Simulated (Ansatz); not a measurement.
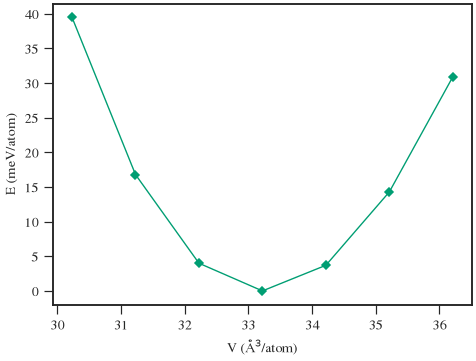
Figure. Y (hcp (Mg type), space group No. 194) under volume change, r²SCAN+D4 (plane waves, PAW; program Ansatz), shape and atoms relaxed at each volume.

Task: What does a third-order Birch–Murnaghan fit give for V₀, B₀ and B′?

Result: V₀ = 33.22 Å³/atom, B₀ = 41.4 GPa, B′ = 3.1.

Space group P6_3/mmc (hcp (Mg type)). The cell was relaxed with r²SCAN+D4 under the symmetry of its start. The run is not spin-polarised. The pairwise dispersion correction was not fitted to metals.

Potentials: the earlier of the program's two PAW sets.
